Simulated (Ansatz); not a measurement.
## Nudged elastic band of GaNH3Cl

System: GaNH3Cl.
Method: RKS PBE-D4/def2-TZVP (Ansatz 0.2.0).

It belongs to a series of runs on one base structure; here: band between the two ends.

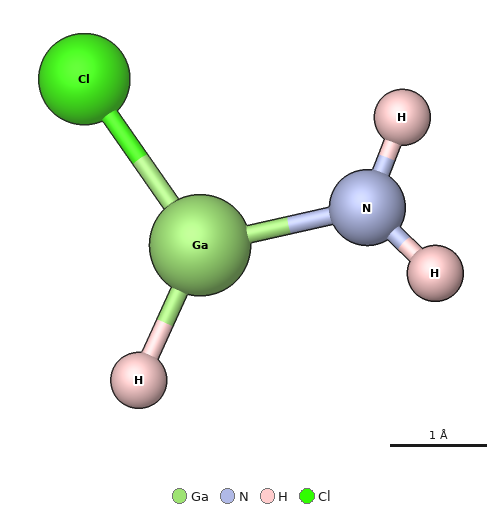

**Figure 1.** The input geometry (ball-and-stick view, seen at an oblique angle). Sticks mark near contacts. Bond lengths as drawn: Cl–Ga 2.16 Å, Ga–H 1.55 Å, Ga–N 1.81 Å and H–N 1.01 Å.

Input file
```yaml
crystal:
  periodic: [false, false, false]
  atoms:
    - { symbol: Ga, position_ang: [0.657483, 0.04116, 0.024871] }
    - { symbol: "N", position_ang: [0.950076, -0.030194, 1.813467] }
    - { symbol: H, position_ang: [0.199397, -0.116034, 2.489615] }
    - { symbol: H, position_ang: [1.867728, 0.011213, 2.24172] }
    - { symbol: H, position_ang: [1.745408, 0.173737, -1.075831] }
    - { symbol: Cl, position_ang: [-1.436891, -0.079883, -0.506142] }
basis:
  gaussian: { orbitals: def2-TZVP }
hamiltonian:
  xc: pbe
  dispersion: d4
neb:
  order_check: false
  images: 7
  f_tol: 0.05
  max_iterations: 60
  final_atoms:
    - { symbol: Ga, position_ang: [0.25144621, -1.09262078, -0.67683653] }
    - { symbol: "N", position_ang: [1.29462605, 0.14506388, 1.16549363] }
    - { symbol: H, position_ang: [0.44340705, 0.60432473, 1.50638159] }
    - { symbol: H, position_ang: [1.68620183, -0.41614887, 1.92601482] }
    - { symbol: H, position_ang: [1.98102159, 0.86259473, 0.91959352] }
    - { symbol: Cl, position_ang: [-1.67350173, -0.10321469, 0.14705296] }
  initial_path:
    images:
      - { positions_ang: [[0.657483, 0.04116, 0.024871], [0.950076, -0.030194, 1.813467], [0.199397, -0.116034, 2.489615], [1.867728, 0.011213, 2.24172], [1.745408, 0.173737, -1.075831], [-1.436891, -0.079883, -0.506142]] }
      - { positions_ang: [[0.4933942, 0.03294582, 0.01843879], [1.05934087, -0.02470564, 1.76420996], [0.276624, -0.15688255, 2.40307521], [1.96690503, 0.0723782, 2.21863927], [1.74889092, 0.13021782, -0.75620804], [-1.56195401, -0.05395464, -0.66045519]] }
      - { positions_ang: [[0.32930539, 0.02473164, 0.01200658], [1.16860573, -0.01921727, 1.71495291], [0.353851, -0.1977311, 2.31653543], [2.06608205, 0.13354339, 2.19555854], [1.75237385, 0.08669863, -0.43658508], [-1.68701702, -0.02802629, -0.81476838]] }
      - { positions_ang: [[0.16521659, 0.01651746, 0.00557437], [1.2778706, -0.01372891, 1.66569587], [0.431078, -0.23857965, 2.22999564], [2.16525908, 0.19470859, 2.17247781], [1.75585677, 0.04317945, -0.11696212], [-1.81208004, -0.00209793, -0.96908157]] }
      - { positions_ang: [[0.00112778, 0.00830328, -0.00085784], [1.38713547, -0.00824055, 1.61643882], [0.508305, -0.27942821, 2.14345586], [2.2644361, 0.25587379, 2.14939708], [1.75933969, -0.00033974, 0.20266084], [-1.93714305, 0.02383042, -1.12339476]] }
      - { positions_ang: [[0.06370739, -0.26692773, -0.16985251], [1.36400811, 0.03008556, 1.50370252], [0.49208051, -0.05848997, 1.98418729], [2.11987754, 0.08786812, 2.09355152], [1.81476017, 0.21539388, 0.38189401], [-1.87123272, -0.00793085, -0.80578283]] }
      - { positions_ang: [[0.12628699, -0.54215875, -0.33884718], [1.34088076, 0.06841167, 1.39096622], [0.47585603, 0.16244826, 1.82491873], [1.97531897, -0.08013754, 2.03770595], [1.87018064, 0.43112749, 0.56112718], [-1.80532239, -0.03969213, -0.4881709]] }
      - { positions_ang: [[0.1888666, -0.81738977, -0.50784185], [1.3177534, 0.10673778, 1.27822993], [0.45963154, 0.38338649, 1.66565016], [1.8307604, -0.2481432, 1.98186039], [1.92560112, 0.64686111, 0.74036035], [-1.73941206, -0.07145341, -0.17055897]] }
      - { positions_ang: [[0.25144621, -1.09262078, -0.67683653], [1.29462605, 0.14506388, 1.16549363], [0.44340705, 0.60432473, 1.50638159], [1.68620183, -0.41614887, 1.92601482], [1.98102159, 0.86259473, 0.91959352], [-1.67350173, -0.10321469, 0.14705296]] }
```

Launched with:
```bash
ansatz run input.yaml --threads 4 --pin off --max-ram 5120MiB --backend cpu --events-out ev --progress --plain --runs-dir out
```

The program's output
```
Engine: ansatz 0.2.0, x86_64-unknown-linux-gnu
Functional definition: PBE
  parameter kappa = 0.804
  parameter beta = 0.06672455060314922
  exchange = pbe_x(kappa = kappa, mu = beta*pi^2/3)
  correlation = pbe_c(beta = beta)
911 factors; their error is unknown
mean field evaluation 1: about -66415.9587 eV, gradient 8.3e1 eV
mean field evaluation 2: about -66353.1855 eV, gradient 1.6e2 eV
mean field evaluation 4: about -66427.2146 eV, gradient 1.7e1 eV
mean field evaluation 8: about -66427.6925 eV, gradient 1.1e-1 eV
mean field evaluation 16: about -66427.6747 eV, gradient 3.1e-3 eV
mean field -66427.67465736 eV, -2441.1720173631 hartree, gradient 4.3e-5 eV, S^2 0.000000; 0 other end points of the search recorded, 0 dependent functions left out
the calculation of the forces begins
reference -66427.67469387 eV, -2441.1720187045 hartree; 29, 29 occupied and 105, 105 virtual orbitals, 911 factors
911 factors; their error is unknown
mean field evaluation 32: about -66427.9497 eV, gradient 2.1e-2 eV
mean field -66427.94967670 eV, -2441.1821241371 hartree, gradient 9.1e-6 eV, S^2 0.000000; 0 other end points of the search recorded, 0 dependent functions left out
[... from here on the field's lines of each further geometry are left out, up to the last ...]
NEB iter   1: max|band force component| = 4.909e0 eV/Å  barrier→ = 4.0734 eV  barrier← = 4.3594 eV  Δτ_max = 0.2000 Å  (270 SCF iters)
NEB iter   2: max|band force component| = 2.508e0 eV/Å  barrier→ = 3.0730 eV  barrier← = 3.3590 eV  Δτ_max = 0.2000 Å  (232 SCF iters)
NEB iter   3: max|band force component| = 5.367e0 eV/Å  barrier→ = 2.6551 eV  barrier← = 2.9410 eV  Δτ_max = 0.1017 Å  (231 SCF iters)
NEB iter   4: max|band force component| = 1.752e0 eV/Å  barrier→ = 2.4774 eV  barrier← = 2.7633 eV  Δτ_max = 0.2000 Å  (205 SCF iters)
NEB iter   5: max|band force component| = 4.132e0 eV/Å  barrier→ = 2.2274 eV  barrier← = 2.5134 eV  Δτ_max = 0.1001 Å  (221 SCF iters)
NEB iter   6: max|band force component| = 1.964e0 eV/Å  barrier→ = 1.9623 eV  barrier← = 2.2483 eV  Δτ_max = 0.2000 Å  (215 SCF iters)
NEB iter   7: max|band force component| = 2.733e0 eV/Å  barrier→ = 1.7187 eV  barrier← = 2.0047 eV  Δτ_max = 0.1012 Å  (233 SCF iters)
NEB iter   8: max|band force component| = 1.593e0 eV/Å  barrier→ = 1.8490 eV  barrier← = 2.1349 eV  Δτ_max = 0.1018 Å  (208 SCF iters)
NEB iter   9: max|band force component| = 1.357e0 eV/Å  barrier→ = 1.9634 eV  barrier← = 2.2493 eV  Δτ_max = 0.0993 Å  (203 SCF iters)
NEB iter  10: max|band force component| = 8.629e-1 eV/Å  barrier→ = 2.0533 eV  barrier← = 2.3393 eV  Δτ_max = 0.1010 Å  (209 SCF iters)
NEB iter  11: max|band force component| = 5.950e-1 eV/Å  barrier→ = 2.1245 eV  barrier← = 2.4104 eV  Δτ_max = 0.0988 Å  (207 SCF iters)
NEB iter  12: max|band force component| = 4.784e-1 eV/Å  barrier→ = 2.1527 eV  barrier← = 2.4387 eV  CI = image 2  Δτ_max = 0.1007 Å  (212 SCF iters)
NEB iter  13: max|band force component| = 4.170e-1 eV/Å  barrier→ = 2.1532 eV  barrier← = 2.4392 eV  CI = image 2  Δτ_max = 0.1007 Å  (211 SCF iters)
NEB iter  14: max|band force component| = 2.242e-1 eV/Å  barrier→ = 2.1492 eV  barrier← = 2.4352 eV  CI = image 2  Δτ_max = 0.1011 Å  (210 SCF iters)
NEB iter  15: max|band force component| = 1.714e-1 eV/Å  barrier→ = 2.1451 eV  barrier← = 2.4310 eV  CI = image 2  Δτ_max = 0.1003 Å  (209 SCF iters)
NEB iter  16: max|band force component| = 1.672e-1 eV/Å  barrier→ = 2.1438 eV  barrier← = 2.4298 eV  CI = image 2  Δτ_max = 0.1002 Å  (208 SCF iters)
NEB iter  17: max|band force component| = 1.353e-1 eV/Å  barrier→ = 2.1433 eV  barrier← = 2.4293 eV  CI = image 2  Δτ_max = 0.1002 Å  (212 SCF iters)
NEB iter  18: max|band force component| = 1.249e-1 eV/Å  barrier→ = 2.1432 eV  barrier← = 2.4291 eV  CI = image 2  Δτ_max = 0.1003 Å  (212 SCF iters)
NEB iter  19: max|band force component| = 1.132e-1 eV/Å  barrier→ = 2.1431 eV  barrier← = 2.4291 eV  CI = image 2  Δτ_max = 0.1003 Å  (214 SCF iters)
NEB iter  20: max|band force component| = 7.878e-2 eV/Å  barrier→ = 2.1431 eV  barrier← = 2.4291 eV  CI = image 2  Δτ_max = 0.2000 Å  (206 SCF iters)
NEB iter  21: max|band force component| = 1.897e-1 eV/Å  barrier→ = 2.1431 eV  barrier← = 2.4291 eV  CI = image 2  Δτ_max = 0.1014 Å  (197 SCF iters)
NEB iter  22: max|band force component| = 1.712e-1 eV/Å  barrier→ = 2.1431 eV  barrier← = 2.4291 eV  CI = image 2  Δτ_max = 0.0994 Å  (189 SCF iters)
the calculation of the forces begins
reference -66427.68909185 eV, -2441.1725478206 hartree; 29, 29 occupied and 105, 105 virtual orbitals, 911 factors
911 factors; their error is unknown
mean field -66425.53590695 eV, -2441.0934197351 hartree, gradient 5.7e-5 eV, S^2 0.000000; 1 other end points of the search recorded, 0 dependent functions left out
the calculation of the forces begins
reference -66425.53594146 eV, -2441.0934210034 hartree; 29, 29 occupied and 105, 105 virtual orbitals, 911 factors
NEB iter  23: max|band force component| = 4.229e-2 eV/Å  barrier→ = 2.1431 eV  barrier← = 2.4291 eV  CI = image 2  Δτ_max = 0.0000 Å  (498 SCF iters)
```

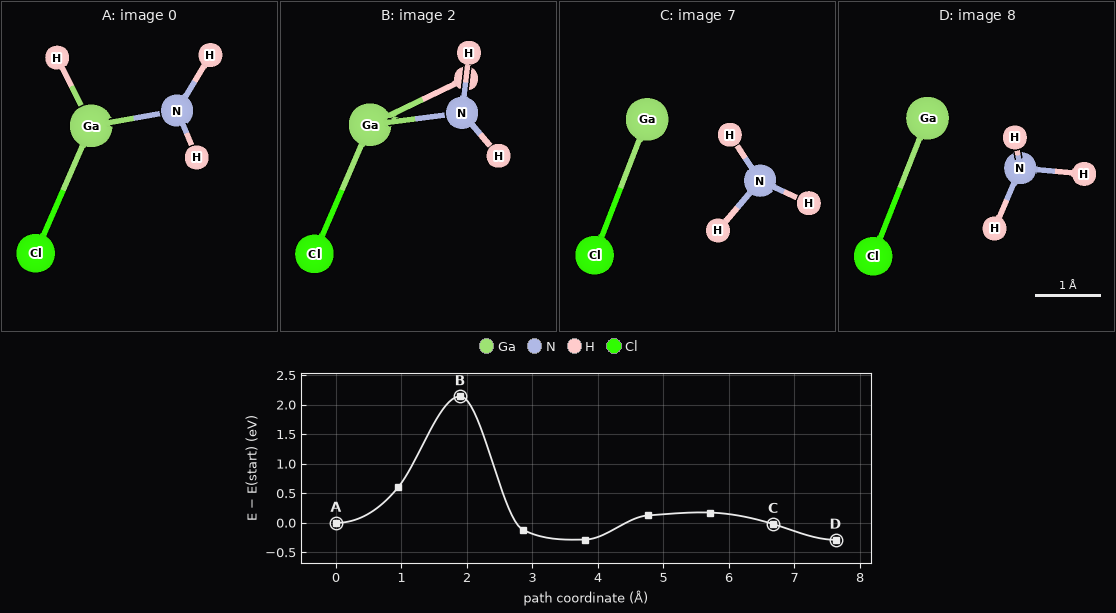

**Figure 2.** Images of the last band (counted from 0; ball-and-stick, seen at a tilt) above the energy along the path; the line is a cubic interpolation that uses the forces. The highest image is number 2, 2.143 eV above the start and 2.429 eV above the end (the climbing image); the end lies 0.286 eV below the start. A further maximum stands at image 6, 0.175 eV from the start, so the path isn't one elementary step. The path is 7.63 Å long. The band converged in 23 iterations.

```
Total energy: -66425.64355737 eV, -2441.0973758152 hartree
Atom 0 at     0.432263     0.450944    -0.316612 Å, force     0.000052     0.000132     0.000060 eV/Å
Atom 1 at     1.024854    -0.040495     1.528180 Å, force    -0.000052    -0.000027     0.000028 eV/Å
Atom 2 at     0.635470    -0.635787     2.273472 Å, force    -0.000099    -0.000039     0.000043 eV/Å
Atom 3 at     1.785306     0.526946     1.915783 Å, force    -0.000020     0.000147     0.000048 eV/Å
Atom 4 at     1.815167    -0.358808     0.139496 Å, force     0.000126    -0.000170    -0.000231 eV/Å
Atom 5 at    -1.709861     0.057199    -0.552620 Å, force    -0.000008    -0.000043     0.000051 eV/Å
Dipole moment:     0.481006     0.046619     0.398502 e Å
this run last wrote the band of iteration 23 to [file]
```

The last band as extended XYZ (Å, eV, eV/Å)
```
6
Properties=species:S:1:pos:R:3:forces:R:3 image=0 energy=-66427.78664
Ga    0.6575    0.0412    0.0249   -0.0002  -0.0016  -0.0020
N     0.9501   -0.0302    1.8135   -0.0007   0.0003   0.0012
H     0.1994   -0.1160    2.4896    0.0003  -0.0009  -0.0009
H     1.8677    0.0112    2.2417    0.0003   0.0011   0.0003
H     1.7454    0.1737   -1.0758    0.0003   0.0002   0.0005
Cl   -1.4369   -0.0799   -0.5061    0.0001   0.0009   0.0009
6
Properties=species:S:1:pos:R:3:forces:R:3 image=1 energy=-66427.18750
Ga    0.4723    0.1685   -0.0350    0.0732  -0.4766   0.4447
N     0.9302   -0.0263    1.7184   -0.1568   0.0342   0.3105
H     0.4550   -0.4835    2.4809   -0.3030   0.2732   0.3469
H     1.8274    0.3691    1.9834    0.0649  -0.2406   0.1051
H     1.8980   -0.1076   -0.5522    0.1356   0.3863  -1.1044
Cl   -1.5996    0.0798   -0.6076    0.1861   0.0234  -0.1028
6
Properties=species:S:1:pos:R:3:forces:R:3 image=2 energy=-66425.64352
Ga    0.4323    0.4509   -0.3166    0.0001   0.0001   0.0001
N     1.0249   -0.0405    1.5282   -0.0001   0.0000   0.0000
H     0.6355   -0.6358    2.2735   -0.0001   0.0000   0.0000
H     1.7853    0.5269    1.9158    0.0000   0.0001   0.0000
H     1.8152   -0.3588    0.1395    0.0001  -0.0002  -0.0002
Cl   -1.7099    0.0572   -0.5526    0.0000   0.0000   0.0001
6
Properties=species:S:1:pos:R:3:forces:R:3 image=3 energy=-66427.90060
Ga    0.3465    0.7627   -0.7213   -0.0924   0.3009  -0.2705
N     1.1759   -0.0451    1.3823    0.1216  -0.0188  -0.1077
H     0.6369   -0.5837    2.0680    0.0294  -0.0538  -0.1940
H     1.7878    0.6042    1.8814    0.0019   0.0203  -0.0113
H     1.7787   -0.6615    0.8239   -0.0147  -0.1693   0.4795
Cl   -1.7425   -0.0766   -0.4466   -0.0459  -0.0793   0.1040
6
Properties=species:S:1:pos:R:3:forces:R:3 image=4 energy=-66428.06891
Ga    0.3334    0.3287   -1.0397    0.0487   0.0113   0.0230
N     1.2898   -0.0321    1.2322   -0.0046  -0.0139  -0.0182
H     0.4308   -0.3795    1.6695   -0.0020   0.0136   0.0146
H     1.5783    0.8131    1.7314   -0.0292   0.0005  -0.0284
H     2.0292   -0.7285    1.3540   -0.0267   0.0003  -0.0206
Cl   -1.6784   -0.0016    0.0402    0.0139  -0.0117   0.0296
6
Properties=species:S:1:pos:R:3:forces:R:3 image=5 energy=-66427.66040
Ga    0.1107   -0.0880   -1.2451    0.0158   0.0421   0.0160
N     1.4899   -0.1524    1.7792   -0.0102   0.0096   0.0138
H     0.4840   -0.2543    1.6263    0.0071  -0.0276   0.0036
H     1.6853    0.8382    1.9265   -0.0162   0.0426  -0.0509
H     1.9920   -0.4527    0.9425    0.0072  -0.0570   0.0112
Cl   -1.7787    0.1092   -0.0417   -0.0038  -0.0097   0.0062
6
Properties=species:S:1:pos:R:3:forces:R:3 image=6 energy=-66427.61205
Ga   -0.1054   -0.6124   -1.3484    0.0004  -0.0219  -0.0092
N     1.5108   -0.1409    1.6865    0.0006  -0.0101   0.0047
H     0.5171    0.0609    1.5433   -0.0058   0.0154  -0.0087
H     1.8545    0.5704    2.3363    0.0112  -0.0173   0.0230
H     1.9891    0.0372    0.7999   -0.0003   0.0273  -0.0122
Cl   -1.7829    0.0848   -0.0298   -0.0061   0.0067   0.0024
6
Properties=species:S:1:pos:R:3:forces:R:3 image=7 energy=-66427.80510
Ga    0.0431   -0.9331   -1.0285    0.0622  -0.1008   0.1104
N     1.4124   -0.0402    1.4062   -0.0456   0.0111  -0.1151
H     0.4714    0.3483    1.5113   -0.0259   0.1178  -0.0042
H     1.8771    0.0660    2.3119    0.0054  -0.2312   0.0069
H     1.9257    0.5649    0.7635   -0.0197   0.1758  -0.0051
Cl   -1.7464   -0.0060    0.0232    0.0235   0.0272   0.0071
6
Properties=species:S:1:pos:R:3:forces:R:3 image=8 energy=-66428.07260
Ga    0.2514   -1.0926   -0.6768   -0.0092   0.0053   0.0053
N     1.2946    0.1451    1.1655    0.0063   0.0055   0.0271
H     0.4434    0.6043    1.5064    0.0134  -0.0027  -0.0136
H     1.6862   -0.4161    1.9260   -0.0007   0.0105  -0.0207
H     1.9810    0.8626    0.9196   -0.0161  -0.0140   0.0073
Cl   -1.6735   -0.1032    0.1471    0.0064  -0.0045  -0.0053
```

Results in brief

```tsv
quantity	value
outcome	converged
barrier, forward	2.143 eV
barrier, backward	2.429 eV
hardware	4 threads of Intel Xeon @ 2.50GHz (Skylake/Cascade Lake), 32 GiB of memory available, shared host
wall time	3.9 min (CPU time 13 min)
peak memory	0.25 GiB
```

Remarks

The order of the saddle point was not checked.
